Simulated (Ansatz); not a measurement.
```yaml
atoms:
  - { symbol: F, position_ang: [-1.4434, -0.6288, -0.8044] }
  - { symbol: F, position_ang: [-0.9504, 1.8661, -0.7494] }
  - { symbol: Mo, position_ang: [-0.0071, 0.4248, -0.1178] }
  - { symbol: O, position_ang: [1.0328, 1.2982, 0.8564] }
  - { symbol: O, position_ang: [1.2050, -0.4186, -1.2116] }
  - { symbol: S, position_ang: [-0.4856, -0.7616, 1.8235] }
  - { symbol: H, position_ang: [-1.4155, -1.5585, 1.2482] }
  - { symbol: H, position_ang: [2.1563, -0.2785, -1.1005] }
```

Geometry: PBE0-D4/def2-SVP; core potentials replace the inner electrons of Mo.

Level of theory: Ansatz 0.2.0, isolated molecule in a Gaussian basis; Kohn-Sham density functional theory, functional PBE0.

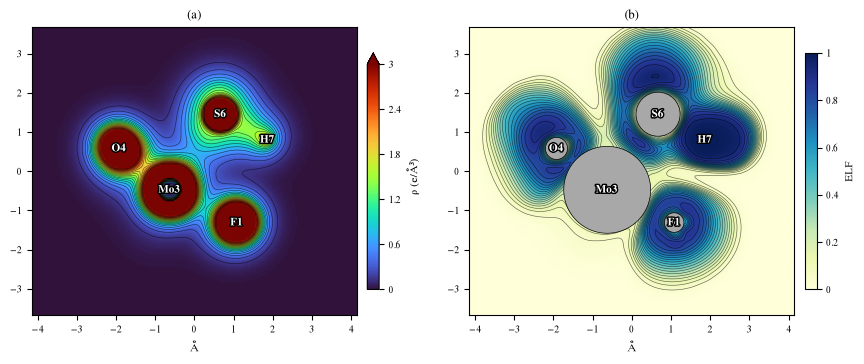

F2H2MoO2S. (a) electron density; (b) electron localisation function on the plane of atoms Mo3, S6 and H7. Grey discs cover the atomic cores in the ELF map.

### What does the map show?

Atoms in the plane: F, Mo, O, S and H.
Mo–O (1.67 Å): ρ is about 2 e/Å³ halfway; the ELF peaks at about 0.80 in the valence shell of O, 0.5 Å from its nucleus, and drops to about 0.35 between the two atoms.
Mo–S (2.32 Å): ρ at the midpoint is about 0.72 e/Å³; the ELF peaks at about 0.85 in the valence shell of S, 0.9 Å from its nucleus, and is about 0.55 at the midpoint.
Mo–F (1.91 Å): ρ at the midpoint is about 0.95 e/Å³; the ELF peaks at about 0.85 in the valence shell of F, 0.5 Å from its nucleus, and drops to about 0.20 between the two atoms.
S–H (1.35 Å): ρ is about 1.5 e/Å³ halfway; the ELF climbs to about 1 towards the hydrogen, as it does in any bond to H.
